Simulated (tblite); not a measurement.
Frequency calculation of C$_{4}$H$_{9}$ClGeO (charge +1)

- system: C$_{4}$H$_{9}$ClGeO, charge +1, multiplicity 2, SMILES C[C](C)(C=[O+])[GeH2][Cl]
- method: GFN2-xTB harmonic vibrations, gas phase (tblite 0.8.0)

It belongs to a series of runs on one base structure; here: electron removed.

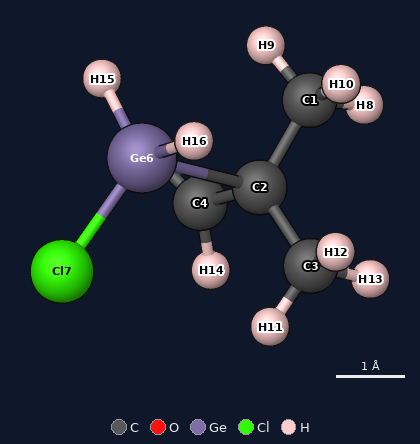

**Figure 1.** The input geometry (ball-and-stick view, seen at a tilt; atoms are numbered from 1 in the order of the input). Sticks mark near contacts. Bond lengths as drawn: Cl–Ge 2.06 Å, C–C 1.49 Å, C–Ge 2.29 Å, C–H 1.09 to 1.11 Å, C–O 1.20 Å and Ge–H 1.51 to 1.53 Å.

Key numbers

| quantity | value |
| --- | --- |
| outcome | converged |
| total energy | −632.2993 eV |
| zero-point energy | 70.0480 kcal/mol |
| hardware | 1 CPU thread, shared host |
| peak memory | 0.18 GiB |

Input
```
{"job": {"kind": "ir", "xc": "GFN2-xTB", "basis": "xTB"}, "charge": 1, "multiplicity": 2}
C     -0.425077     1.425473    -0.607872
C     -0.352649     0.031013    -0.074112
C     -0.653366    -1.064555    -1.040923
C     -0.896953    -0.098551     1.303709
O     -0.618532     0.603808     2.230250
Ge     1.813438    -0.186816     0.620778
Cl     2.003785    -2.034421     1.515286
H     -1.456060     1.670221    -0.883334
H     -0.113393     2.156197     0.139815
H      0.165123     1.531829    -1.519792
H     -0.578667    -2.048386    -0.579637
H      0.020377    -1.018724    -1.898382
H     -1.662964    -0.951410    -1.445871
H     -1.635557    -0.918052     1.397324
H      1.868356     0.997969     1.562142
H      2.514538    -0.086653    -0.730791
```

The first line tells a small driver script what to run in tblite; the rest is the geometry in Å.

Launched with:
```bash
OMP_NUM_THREADS=1 python <driver script> task.json out
```

The program's output
```
mode    cm-1     km/mol
  1      45.5      0.93
  2      79.1      5.95
  3      86.2     11.67
  4     146.5      1.56
  5     162.9      4.61
  6     173.0      7.54
  7     184.6      0.62
  8     213.9     10.18
  9     268.5      6.03
 10     339.0     41.26
 11     357.2      4.15
 12     394.5     17.80
 13     408.7     29.03
 14     531.6      8.75
 15     569.9      2.20
 16     603.0     90.75
 17     713.8    143.92
 18     798.7     16.56
 19     861.2      2.57
 20     917.6      2.31
 21     956.6      2.55
 22     960.8      6.42
 23    1013.8     46.77
 24    1203.5     32.27
 25    1219.4     18.19
 26    1287.0     11.99
 27    1359.5    120.74
 28    1381.0    124.34
 29    1396.3      6.28
 30    1410.7     14.47
 31    1423.1     20.33
 32    1447.6     21.64
 33    1734.7    179.56
 34    1777.9     79.09
 35    1894.9    164.12
 36    2749.3     13.16
 37    2946.5      7.47
 38    2961.7      4.91
 39    2988.7     14.30
 40    2998.6     12.40
 41    3005.7      1.41
 42    3026.2      7.51
```

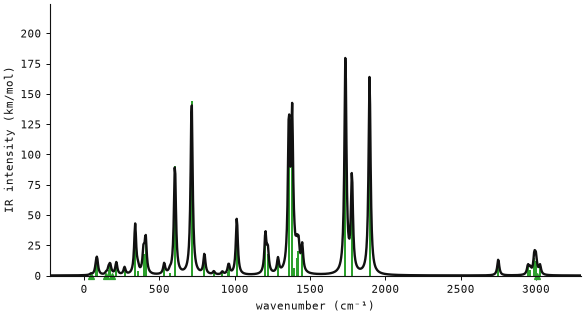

**Figure 2.** Harmonic infrared spectrum, unscaled: sticks (degenerate modes added up, dark ones marked on the axis) with a Lorentzian envelope of 16 cm⁻¹ full width, scaled to the tallest stick. 42 modes from 46 to 3026 cm⁻¹, none imaginary. The strongest line is at 1735 cm⁻¹ (180 km/mol).
